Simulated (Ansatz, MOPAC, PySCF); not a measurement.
GaH3 (SMILES [GaH3]) and C2H6O (SMILES COC) are pulled apart as rigid monomers along the line of their centres of mass, from the B3LYP-D3(BJ)/def2-TZVP minimum. Starting geometry (charge 0, multiplicity 1):
```xyz
13

Ga     0.7169     0.2403     0.9854
H      1.9781    -0.6968     1.1198
H     -0.6087    -0.3757     0.3769
H      0.9005     1.8057     0.9343
C     -0.9784     0.9930     3.4182
O      0.1018     0.1289     3.0565
C     -0.0423    -1.1945     3.5780
H     -1.0481     1.0539     4.5063
H     -1.9197     0.6212     3.0045
H     -0.7542     1.9720     3.0040
H     -0.1029    -1.1526     4.6675
H      0.8393    -1.7527     3.2753
H     -0.9398    -1.6691     3.1725
```

Interaction energies with rigid monomers; basis-set methods are counterpoise corrected unless marked otherwise.

Frozen-core correlation. Filled d and f shells under p-block atoms count as core. Rows in 3-21G carry no dispersion term and start afresh at each structure; the Pople sets are all-electron and without relativity. The state that PM7 reach isn't checked; PM7 holds dispersion and hydrogen-bond terms.

Codes used: Ansatz (an electronic-structure program); MOPAC for PM7 (differences of heats of formation); PySCF for 3-21G rows, the dispersion terms. Each number belongs to the level named beside it.

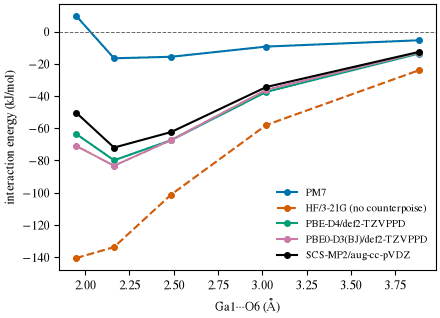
Figure. Interaction energy against separation

Problem. Which level binds most strongly at Ga1···O6 = 2.16, and by how much?

Solution. HF/3-21G (no counterpoise), -134 kJ/mol.
